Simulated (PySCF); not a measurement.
# C6H10O: a tour of settings

Aim: see how C6H10O (`C=CCC(=C)CO`) answers to the choice of functional, basis, grid and SCF options.

The runs use PySCF 2.14.0, with density-fitted response routines of our own; the level of theory stands in each step. All values are computed, except where a source is named. Atoms are numbered from 0 throughout.

## Step 1: The molecule as given

17 atoms, charge 0, multiplicity 1; geometry from: GFN2-xTB.

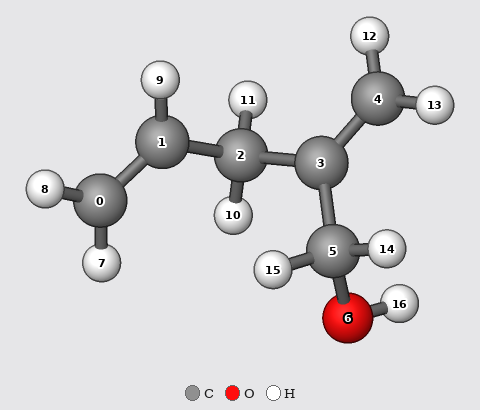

The starting geometry (carbon grey, oxygen red, hydrogen white), atoms numbered.

## Step 2: Shielding tensors: PBE0/pcSseg-1

The job: settings as JSON, then the geometry in Å.

```
{"job": {"kind": "nmr", "xc": "PBE0", "basis": "pcSseg-1"}, "charge": 0, "multiplicity": 1}
C      2.408305     0.557619     0.689978
C      1.644012    -0.439308     0.287094
C      0.611721    -0.326878    -0.796369
C     -0.763622    -0.434255    -0.191994
C     -1.497284    -1.533535    -0.247305
C     -1.251586     0.826735     0.476477
O     -1.434183     1.881523    -0.447541
H      2.348962     1.533952     0.236807
H      3.128506     0.442115     1.482523
H      1.710421    -1.411890     0.757560
H      0.706239     0.640385    -1.293683
H      0.759416    -1.125976    -1.525841
H     -1.147311    -2.426401    -0.738057
H     -2.474767    -1.591154     0.202868
H     -2.183341     0.631664     1.025419
H     -0.496385     1.188361     1.180367
H     -2.076101     1.599071    -1.108213
```

With the program's defaults for keys left out, this is: GIAO PBE0/pcSseg-1 NMR shielding, non-relativistic, gas phase.

On the command line:

```bash
$ OMP_NUM_THREADS=1 python probes_run.py task.json out
```

One launch serves the whole session: the jobs run in the order shown.

Standard output:

```text
coarse grid: 13808 points
cycle   1  E = -309.2767372861  dE =  8.174e-01  |g| = 6.601e-01  |ddm| = 3.582e+00
cycle   2  E = -309.2276632698  dE =  4.907e-02  |g| = 8.605e-01  |ddm| = 1.119e+00
cycle   3  E = -309.3645735843  dE = -1.369e-01  |g| = 9.769e-02  |ddm| = 6.875e-01
cycle   4  E = -309.3664265509  dE = -1.853e-03  |g| = 2.877e-02  |ddm| = 1.012e-01
cycle   5  E = -309.3666224989  dE = -1.959e-04  |g| = 7.243e-03  |ddm| = 3.071e-02
cycle   6  E = -309.3666307708  dE = -8.272e-06  |g| = 4.297e-03  |ddm| = 8.702e-03
cycle   7  E = -309.3666353944  dE = -4.624e-06  |g| = 3.767e-04  |ddm| = 3.242e-03
final grid: 132176 points
cycle   8  E = -309.4200648271  dE = -4.307e-05  |g| = 9.856e-03  |ddm| = 3.190e-02
cycle   9  E = -309.4200529140  dE =  1.191e-05  |g| = 1.273e-02  |ddm| = 1.712e-02
cycle  10  E = -309.4200863725  dE = -3.346e-05  |g| = 1.642e-03  |ddm| = 9.912e-03
cycle  11  E = -309.4200869244  dE = -5.518e-07  |g| = 2.406e-04  |ddm| = 1.236e-03
cycle  12  E = -309.4200869310  dE = -6.630e-09  |g| = 1.775e-04  |ddm| = 2.996e-04
cycle  13  E = -309.4200869387  dE = -7.720e-09  |g| = 1.962e-05  |ddm| = 1.552e-04
cycle  14  E = -309.4200869388  dE = -8.436e-11  |g| = 4.651e-06  |ddm| = 2.559e-05
converged SCF energy = -309.4200869388

GIAO shielding tensors (ppm)
atom      isotropic    diamagn.    paramagn.     s11        s22        s33       span
  0 C       62.979     253.899    -190.921    -48.261     80.582    156.616    204.877
  1 C       40.755     257.082    -216.327    -78.339     49.394    151.209    229.547
  2 C      143.501     246.638    -103.136    125.930    146.055    158.518     32.588
  3 C       28.628     263.428    -234.800    -94.102     23.218    156.768    250.870
  4 C       67.955     253.532    -185.578    -31.017     88.653    146.229    177.246
  5 C      118.143     241.555    -123.412     92.702    113.350    148.378     55.677
  6 O      287.317     388.631    -101.314    241.173    289.025    331.753     90.580
  7 H       26.183      31.388      -5.205     22.640     25.769     30.139      7.499
  8 H       26.358      28.860      -2.502     23.506     25.508     30.062      6.555
  9 H       25.789      31.973      -6.184     23.103     25.660     28.605      5.502
 10 H       28.297      31.868      -3.571     25.525     28.496     30.869      5.344
 11 H       28.871      31.877      -3.006     25.368     27.925     33.321      7.952
 12 H       26.535      32.078      -5.543     23.610     25.379     30.616      7.006
 13 H       26.465      31.570      -5.105     23.584     25.288     30.522      6.938
 14 H       27.586      30.530      -2.945     22.990     27.520     32.248      9.257
 15 H       27.270      30.082      -2.812     24.259     27.277     30.275      6.016
 16 H       31.728      32.077      -0.349     23.859     28.960     42.367     18.508
```

It took 35 s on 1 thread of Intel Xeon at 2.70GHz, shared host; peak memory 0.73 GiB.

Shifts follow as δ = σ(reference) − σ, with reference shieldings (ppm) from runs at the same level and on the same kind of geometry: 1H TMS 31.72, 13C TMS 186.9, 17O H2O 336.1. The references are single molecules in the gas phase, so shifts against H2O, NH3, PH3, H3PO4 or CFCl3 are not on the usual liquid scales and can be off by tens of ppm. Atoms listed in one row are averaged.

| atoms | environment | σ (ppm) | δ (ppm) | δ scaled to CDCl3 |
| --- | --- | --- | --- | --- |
| C3 | fully substituted alkene carbon | 28.6 | 158.3 | 152.6 |
| C1 | alkene CH | 40.8 | 146.2 | 140.7 |
| C0 | terminal =CH2 carbon | 63.0 | 123.9 | 119.1 |
| C4 | terminal =CH2 carbon | 68.0 | 119.0 | 114.2 |
| C5 | allylic sp3 CH2 bonded to O | 118.1 | 68.8 | 65.2 |
| C2 | allylic sp3 CH2 | 143.5 | 43.4 | 40.5 |
| H9 | hydrogen on an alkene CH | 25.79 | 5.93 | 5.69 |
| H7 | hydrogen on a terminal =CH2 carbon | 26.18 | 5.53 | 5.32 |
| H8 | hydrogen on a terminal =CH2 carbon | 26.36 | 5.36 | 5.16 |
| H13 | hydrogen on a terminal =CH2 carbon | 26.46 | 5.25 | 5.06 |
| H12 | hydrogen on a terminal =CH2 carbon | 26.54 | 5.18 | 4.99 |
| H14, H15 | hydrogen on an allylic sp3 CH2 bonded to O | 27.43 | 4.29 | 4.15 |
| H10, H11 | hydrogen on an allylic sp3 CH2 | 28.58 | 3.13 | 3.06 |
| H16 | hydrogen on an alcohol oxygen | 31.73 | -0.01 | – |
| O6 | alcohol oxygen | 287.3 | 48.8 | – |

The scaled column applies a straight-line fit of computed shieldings to shifts measured in CDCl3 (root-mean-square error 0.16 ppm for H, 1.9 ppm for C).

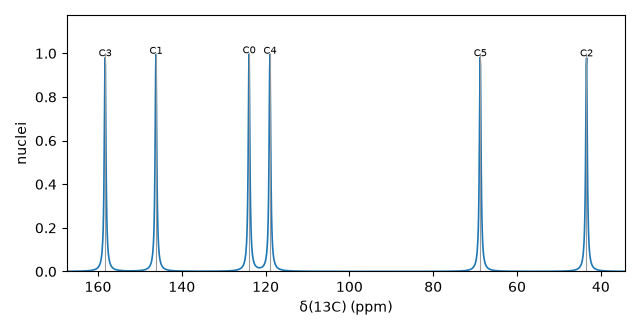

13C lines at the computed shifts, without couplings. Lines are broadened to a width of 0.46 ppm (Lorentzian).

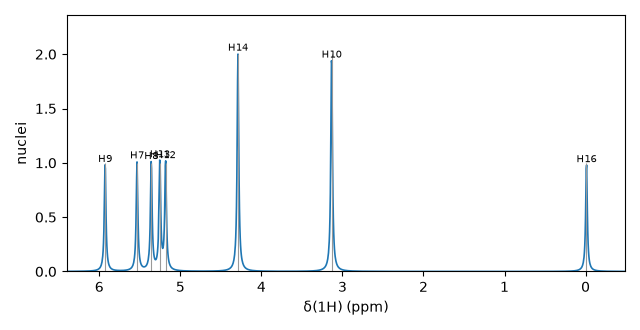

1H lines at the computed shifts, without couplings. Lines are broadened to a width of 0.02 ppm (Lorentzian).

Charges from the same density, by scheme (e):

| atoms | Mulliken | IAO | Hirshfeld | ESP fit |
| --- | --- | --- | --- | --- |
| C0 | -0.15 | -0.33 | -0.10 | -0.54 |
| C1 | -0.23 | -0.13 | -0.03 | -0.07 |
| C2 | -0.09 | -0.27 | -0.07 | -0.13 |
| C3 | -0.48 | 0.01 | 0.01 | 0.02 |
| C4 | -0.05 | -0.34 | -0.11 | -0.55 |
| C5 | 0.20 | -0.06 | 0.00 | 0.15 |
| O6 | -0.46 | -0.55 | -0.23 | -0.62 |

Mulliken charges:

C0 -0.15; C1 -0.23; C2 -0.09; C3 -0.48; C4 -0.05; C5 0.20; O6 -0.46; H7 0.11; H8 0.12; H9 0.10; H10 0.13; H11 0.13; H12 0.10; H13 0.10; H14 0.10; H15 0.13; H16 0.23

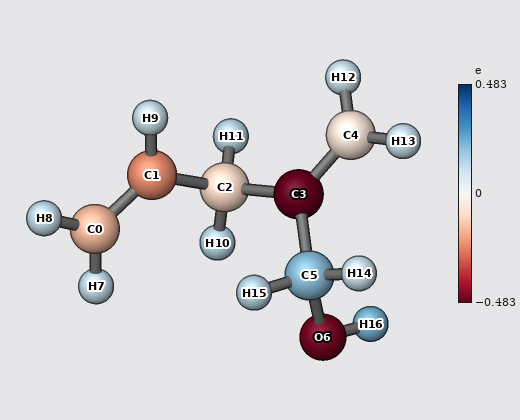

Mulliken charges, as colours on the atoms.

Mayer bond orders: C0–C1 1.98, C1–C2 1.02, C2–C3 1.01, C3–C4 1.96, C3–C5 1.02, C5–O6 0.94.

## Step 3: Excited states and response: PBE0/def2-SVPD

Settings changed since step 2:

```diff
@@ -1,2 +1,2 @@
-{"job": {"kind": "nmr", "xc": "PBE0", "basis": "pcSseg-1"}, "charge": 0, "multiplicity": 1}
+{"job": {"kind": "uv", "xc": "PBE0", "basis": "def2-SVPD", "nstates": 6, "ntriplets": 2}, "charge": 0, "multiplicity": 1}
 C      2.408305     0.557619     0.689978
```

Level: TDDFT PBE0/def2-SVPD, vertical, gas phase, core orbitals frozen in the response.

Standard output:

```text
coarse grid: 13808 points
cycle   1  E = -309.1137083690  dE =  7.506e-01  |g| = 6.235e-01  |ddm| = 6.882e+00
cycle   2  E = -309.0480292414  dE =  6.568e-02  |g| = 8.696e-01  |ddm| = 2.106e+00
cycle   3  E = -309.1966742951  dE = -1.486e-01  |g| = 1.039e-01  |ddm| = 1.001e+00
cycle   4  E = -309.1988877655  dE = -2.213e-03  |g| = 2.942e-02  |ddm| = 2.188e-01
cycle   5  E = -309.1991068046  dE = -2.190e-04  |g| = 6.745e-03  |ddm| = 7.088e-02
cycle   6  E = -309.1991150894  dE = -8.285e-06  |g| = 3.650e-03  |ddm| = 1.728e-02
cycle   7  E = -309.1991184852  dE = -3.396e-06  |g| = 2.987e-04  |ddm| = 5.857e-03
final grid: 132176 points
cycle   8  E = -309.2516110980  dE = -4.910e-05  |g| = 9.312e-03  |ddm| = 2.069e-01
cycle   9  E = -309.2515982832  dE =  1.281e-05  |g| = 1.233e-02  |ddm| = 3.887e-02
cycle  10  E = -309.2516313661  dE = -3.308e-05  |g| = 1.694e-03  |ddm| = 1.805e-02
cycle  11  E = -309.2516319929  dE = -6.268e-07  |g| = 2.393e-04  |ddm| = 2.645e-03
cycle  12  E = -309.2516320003  dE = -7.418e-09  |g| = 1.710e-04  |ddm| = 7.370e-04
cycle  13  E = -309.2516320075  dE = -7.235e-09  |g| = 2.566e-05  |ddm| = 3.314e-04
cycle  14  E = -309.2516320077  dE = -1.608e-10  |g| = 4.892e-06  |ddm| = 1.001e-04
converged SCF energy = -309.2516320077

Static polarisability (au): isotropic 78.722, principal 63.298 73.689 99.180

Singlet excitations
state   eV       nm        f      main configurations
  1   6.1971    200.1   0.11390   H->L 0.69, H-2->L 0.13, H-1->L 0.09
  2   6.5774    188.5   0.13598   H-1->L 0.51, H->L 0.17, H-2->L 0.12
  3   6.6151    187.4   0.01903   H-2->L 0.68, H-1->L 0.21
  4   6.9869    177.5   0.04506   H->L+1 0.67, H->L+2 0.11
  5   7.2840    170.2   0.03415   H-1->L+1 0.46, H-2->L+1 0.38
  6   7.3636    168.4   0.01571   H-2->L+1 0.24, H-1->L+1 0.20, H->L+3 0.18

Triplet excitations (Tamm-Dancoff, eV): 4.3199 4.4455
```

It took 55 s on 1 thread of Intel Xeon at 2.70GHz, shared host; peak memory 0.87 GiB.

Frontier orbitals and where they lie:

| orbital | eV | atoms |
| --- | --- | --- |
| HOMO−3 | -9.42 | O6 38 %, C5 21 %, H15 10 % |
| HOMO−2 | -8.13 | O6 57 %, C5 13 %, H14 7 % |
| HOMO−1 | -7.75 | C4 22 %, C3 20 %, C1 15 % |
| HOMO | -7.46 | C0 23 %, C1 21 %, C3 17 % |
| LUMO | -0.33 | C4 21 %, C3 19 %, C0 14 % |
| LUMO+1 | 0.56 | O6 19 %, C4 14 %, H16 12 % |
| LUMO+2 | 0.87 | C1 19 %, C0 17 %, C3 14 % |

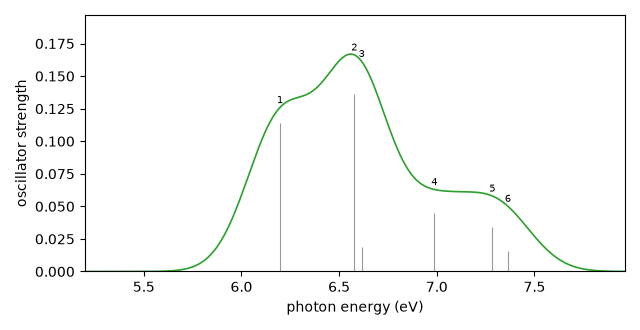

Absorption spectrum from the 6 singlet states computed; above the last one it falls off for lack of states. Lines are broadened to a width of 0.40 eV (Gaussian).

Further results of this job:

| property | computed |
| --- | --- |
| dipole moment (D) | 1.49 |
| polarisability (Å³) | 11.67 |
| HOMO–LUMO gap (eV) | 7.12 |
| −ε(HOMO) (eV) | 7.46 |

## Step 4: Shielding tensors: HF/def2-SVPD

Settings changed since step 3:

```diff
@@ -1,2 +1,2 @@
-{"job": {"kind": "uv", "xc": "PBE0", "basis": "def2-SVPD", "nstates": 6, "ntriplets": 2}, "charge": 0, "multiplicity": 1}
+{"job": {"kind": "nmr", "xc": "HF", "basis": "def2-SVPD", "pop": false, "scf": {"conv": 1e-07}, "grid": 4}, "charge": 0, "multiplicity": 1}
 C      2.408305     0.557619     0.689978
```

Level: GIAO HF/def2-SVPD NMR shielding, non-relativistic, gas phase.

Standard output:

```text
final grid: 356992 points
cycle   1  E = -307.5172575467  dE =  1.413e+00  |g| = 6.075e-01  |ddm| = 5.685e+00
cycle   2  E = -307.6087739965  dE = -9.152e-02  |g| = 2.943e-01  |ddm| = 1.467e+00
cycle   3  E = -307.6262901554  dE = -1.752e-02  |g| = 8.743e-02  |ddm| = 5.761e-01
cycle   4  E = -307.6284586620  dE = -2.169e-03  |g| = 1.333e-02  |ddm| = 2.499e-01
cycle   5  E = -307.6285171952  dE = -5.853e-05  |g| = 3.356e-03  |ddm| = 5.140e-02
cycle   6  E = -307.6285223424  dE = -5.147e-06  |g| = 1.135e-03  |ddm| = 1.637e-02
cycle   7  E = -307.6285229768  dE = -6.344e-07  |g| = 4.045e-04  |ddm| = 5.997e-03
cycle   8  E = -307.6285230540  dE = -7.719e-08  |g| = 1.133e-04  |ddm| = 1.741e-03
converged SCF energy = -307.6285230540

GIAO shielding tensors (ppm)
atom      isotropic    diamagn.    paramagn.     s11        s22        s33       span
  0 C       85.305     268.966    -183.660    -31.266    110.534    176.649    207.915
  1 C       60.477     248.546    -188.069    -66.106     76.380    171.158    237.264
  2 C      164.694     266.521    -101.828    152.366    166.772    174.943     22.577
  3 C       48.009     271.217    -223.208    -83.926     48.263    179.690    263.616
  4 C       89.724     289.287    -199.563    -15.401    118.482    166.091    181.492
  5 C      141.418     240.849     -99.430    119.756    136.452    168.046     48.291
  6 O      312.998     383.921     -70.923    265.087    306.934    366.973    101.886
  7 H       26.905      35.568      -8.663     23.339     26.006     31.370      8.031
  8 H       27.109      28.375      -1.267     24.114     25.906     31.306      7.191
  9 H       26.465      37.252     -10.787     23.739     26.247     29.409      5.671
 10 H       29.152      32.575      -3.423     26.289     28.998     32.168      5.879
 11 H       29.702      30.239      -0.537     25.792     28.611     34.704      8.912
 12 H       27.230      35.581      -8.351     24.371     25.520     31.799      7.428
 13 H       27.230      32.797      -5.566     24.460     25.440     31.791      7.331
 14 H       28.578      30.291      -1.713     23.989     28.518     33.227      9.238
 15 H       28.227      32.119      -3.892     25.153     27.935     31.594      6.441
 16 H       31.800      33.333      -1.533     23.121     28.256     44.022     20.901
```

Wall time 17 s (1 thread of Intel Xeon at 2.70GHz, shared host); peak memory 0.87 GiB.

In short: δ C3 151.2, C1 138.8, C0 113.9, C4 109.5, H9 5.91, H7 5.47 ppm.

## Step 5: Nuclear shieldings: PBE0/Sadlej pVTZ

Settings changed since step 4:

```diff
@@ -1,2 +1,2 @@
-{"job": {"kind": "nmr", "xc": "HF", "basis": "def2-SVPD", "pop": false, "scf": {"conv": 1e-07}, "grid": 4}, "charge": 0, "multiplicity": 1}
+{"job": {"kind": "nmr", "xc": "PBE0", "basis": "Sadlej pVTZ", "pop": true, "scf": {"level_shift": 0.3, "conv": 1e-06}}, "charge": 0, "multiplicity": 1}
 C      2.408305     0.557619     0.689978
```

Method: GIAO PBE0/Sadlej pVTZ NMR shielding, non-relativistic, gas phase.

Standard output:

```text
final grid: 132176 points
cycle   1  E = -309.4354599885  dE =  8.351e-01  |g| = 6.216e-01  |ddm| = 3.443e+01
cycle   2  E = -309.4763869136  dE = -4.093e-02  |g| = 5.267e-01  |ddm| = 4.205e+00
cycle   3  E = -309.5227198527  dE = -4.633e-02  |g| = 9.935e-02  |ddm| = 1.803e+00
cycle   4  E = -309.5248577863  dE = -2.138e-03  |g| = 2.105e-02  |ddm| = 6.254e-01
cycle   5  E = -309.5249982942  dE = -1.405e-04  |g| = 5.051e-03  |ddm| = 1.983e-01
cycle   6  E = -309.5250129282  dE = -1.463e-05  |g| = 2.050e-03  |ddm| = 7.901e-02
cycle   7  E = -309.5250158896  dE = -2.961e-06  |g| = 9.317e-04  |ddm| = 2.972e-02
cycle   8  E = -309.5250166069  dE = -7.173e-07  |g| = 4.611e-04  |ddm| = 1.047e-02
level shift removed, Fock matrix diagonalised once more
converged SCF energy = -309.5250166069

GIAO shielding tensors (ppm)
atom      isotropic    diamagn.    paramagn.     s11        s22        s33       span
  0 C       75.616     216.612    -140.996    -26.842     88.530    165.158    192.000
  1 C       50.638     177.451    -126.814    -61.542     54.728    158.726    220.268
  2 C      151.905     259.088    -107.183    138.228    151.627    165.861     27.633
  3 C       37.701     201.759    -164.057    -78.449     26.468    165.084    243.534
  4 C       78.393     238.951    -160.557    -12.418     93.110    154.487    166.904
  5 C      127.128     229.205    -102.077    101.401    121.563    158.421     57.019
  6 O      290.812     353.784     -62.972    243.898    292.953    335.586     91.688
  7 H       26.644      48.576     -21.933     22.718     27.034     30.179      7.461
  8 H       26.584      30.756      -4.171     23.354     26.454     29.946      6.592
  9 H       25.618      39.148     -13.529     23.023     25.593     28.240      5.217
 10 H       28.314      38.671     -10.358     25.799     28.599     30.543      4.744
 11 H       28.927      28.772       0.155     25.507     28.265     33.008      7.500
 12 H       26.805      41.106     -14.301     23.994     26.070     30.352      6.358
 13 H       26.775      37.297     -10.522     23.928     26.010     30.386      6.458
 14 H       27.768      24.789       2.980     23.509     27.858     31.937      8.428
 15 H       27.595      33.978      -6.384     24.971     27.484     30.329      5.358
 16 H       31.949      39.639      -7.690     23.768     29.501     42.577     18.809
```

It took 82 s on 1 thread of Intel Xeon at 2.70GHz, shared host; peak memory 0.93 GiB.

Key values: δ C3 159.7, C1 146.7, C0 121.7, C4 119.0, H9 6.47, H8 5.50 ppm.

## Step 6: TDDFT and polarisability: LC-wPBE/IGLO-II

Settings changed since step 5:

```diff
@@ -1,2 +1,2 @@
-{"job": {"kind": "nmr", "xc": "PBE0", "basis": "Sadlej pVTZ", "pop": true, "scf": {"level_shift": 0.3, "conv": 1e-06}}, "charge": 0, "multiplicity": 1}
+{"job": {"kind": "uv", "xc": "LC-wPBE", "basis": "IGLO-II", "nstates": 1, "ntriplets": 5, "tda": false, "scf": {"conv": 1e-06}}, "charge": 0, "multiplicity": 1}
 C      2.408305     0.557619     0.689978
```

Level: TDDFT LC-wPBE/IGLO-II, vertical, gas phase, core orbitals frozen in the response.

Standard output:

```text
final grid: 132176 points
cycle   1  E = -309.6192588798  dE =  1.176e+00  |g| = 6.598e-01  |ddm| = 3.053e+00
cycle   2  E = -309.6369440012  dE = -1.769e-02  |g| = 6.597e-01  |ddm| = 8.361e-01
cycle   3  E = -309.7046314333  dE = -6.769e-02  |g| = 5.678e-02  |ddm| = 4.217e-01
cycle   4  E = -309.7054033085  dE = -7.719e-04  |g| = 1.735e-02  |ddm| = 6.172e-02
cycle   5  E = -309.7054861461  dE = -8.284e-05  |g| = 4.968e-03  |ddm| = 2.185e-02
cycle   6  E = -309.7054929689  dE = -6.823e-06  |g| = 1.171e-03  |ddm| = 5.560e-03
cycle   7  E = -309.7054933891  dE = -4.202e-07  |g| = 5.406e-04  |ddm| = 1.687e-03
converged SCF energy = -309.7054933891

Static polarisability (au): isotropic 69.956, principal 53.873 62.556 93.440

Singlet excitations
state   eV       nm        f      main configurations
  1   7.1015    174.6   0.30493   H->L 0.74

Triplet excitations (Tamm-Dancoff, eV): 4.2615 4.3499 6.8599 7.5823 7.6312
```

It took 49 s on 1 thread of Intel Xeon at 2.70GHz, shared host; peak memory 0.85 GiB.

This run: HOMO -10.10 eV, LUMO 2.06 eV; lowest singlet 7.10 eV.

## Step 7: Side by side: NMR shifts

Shifts (ppm) of some atoms, chosen among heavy atoms and hydrogens apart, with basis size and wall time:

| run | C0 | C4 | C5 | C2 | H9 | H16 | O6 | functions | time |
| --- | --- | --- | --- | --- | --- | --- | --- | --- | --- |
| PBE0/pcSseg-1 | 123.9 | 119.0 | 68.8 | 43.4 | 5.93 | -0.01 | 48.8 | 169 | 35 s |
| HF/def2-SVPD | 113.9 | 109.5 | 57.8 | 34.6 | 5.91 | 0.57 | 23.8 | 223 | 17 s |
| PBE0/Sadlej pVTZ | 121.7 | 119.0 | 70.2 | 45.5 | 6.47 | 0.14 | 46.8 | 258 | 82 s |

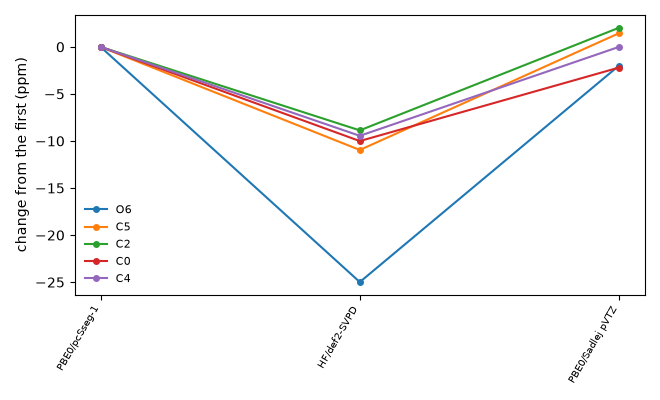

How five of the tabulated atoms move from run to run.

## Step 8: Run by run: electronic excitations

Excitations and ground-state properties, with basis size and wall time:

| run | lowest singlet (eV) | brightest (eV) | f | gap (eV) | α (Å³) | μ (D) | functions | time |
| --- | --- | --- | --- | --- | --- | --- | --- | --- |
| PBE0/def2-SVPD | 6.20 | 6.58 | 0.136 | 7.12 | 11.67 | 1.49 | 223 | 55 s |
| LC-wPBE/IGLO-II | 7.10 | 7.10 | 0.305 | 12.17 | 10.37 | 1.54 | 214 | 49 s |

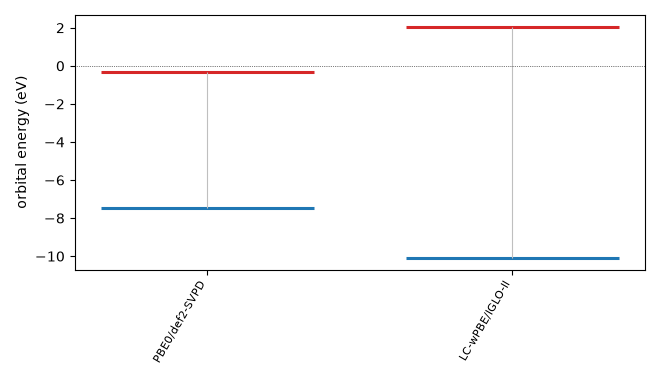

HOMO (blue) and LUMO (red) run by run.

## Step 9: What came out

| quantity | value |
| --- | --- |
| 13C shifts against TMS (PBE0/pcSseg-1) | 158.3, 146.2, 123.9, 119.0, 68.8, 43.4 ppm |
| 1H shifts against TMS (PBE0/pcSseg-1, means over atoms taken as alike) | 5.93, 5.53, 5.36, 5.25, 5.18, 4.29, 3.13, -0.01 ppm |
| 17O shifts against H2O (PBE0/pcSseg-1) | 48.8 ppm |
| lowest singlet (PBE0/def2-SVPD) | 6.20 eV (200 nm), f = 0.114 |
| brightest single state of those computed | state 2, 6.58 eV, f = 0.136 |
| lowest triplet | 4.32 eV |
| range of the shift of O6 | 23.8 to 48.8 ppm |
| range of the lowest singlet | 6.20 to 7.10 eV |

In words: Single values in the summary come from the first run of each kind that ended normally (PBE0/pcSseg-1; PBE0/def2-SVPD), which need not be the best level. The most deshielded hydrogen is H9 (hydrogen on an alkene CH), at 5.93 ppm: attached to an sp2 carbon and in the plane of the double bond. At PBE0/pcSseg-1: The largest span, 251 ppm, is at C3, where the paramagnetic term is -235 ppm. The first singlet state (HOMO→LUMO 0.69, HOMO−2→LUMO 0.13) lies at 6.20 eV and is bright; of the 6 states computed, the strongest absorption comes from state 2 at 6.58 eV. The lowest triplet lies 1.88 eV below the lowest singlet (triplets in Tamm-Dancoff, singlets in full TDDFT). In ppm, O6 moves most: its shift spreads over 25.0 ppm, from 23.8 (HF/def2-SVPD) to 48.8 (PBE0/pcSseg-1). The lowest singlet runs from 6.20 eV (PBE0/def2-SVPD) to 7.10 eV (LC-wPBE/IGLO-II), while the orbital gap spans 7.12 to 12.17 eV. The lowest state need not be the same one in every run. The runs solved for a few states only, so the brightest column depends on that window.
